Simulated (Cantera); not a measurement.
Feed: 1 mol Si, a varied amount of NF3, 0.28 mol N2, held at 773.15 K and 1000 Pa.

These are equilibrium values from Cantera (NASA tables, ideal gas, pure condensed phases), not measurements of a reactor. Candidate condensed phases: Si, Si3N4; 16 gas species. The numbers say what is thermodynamically allowed, not how fast it happens.

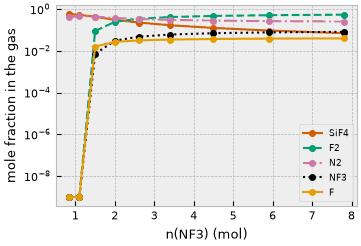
*Equilibrium gas composition (values under 1e-9 drawn at 1e-9)*

### Question
Read off the mole fractions at 1.5 mol NF3.

### Answer
N2 about 0.45, SiF4 about 0.44, F2 about 0.090, F about 0.016, NF3 about 0.0073.
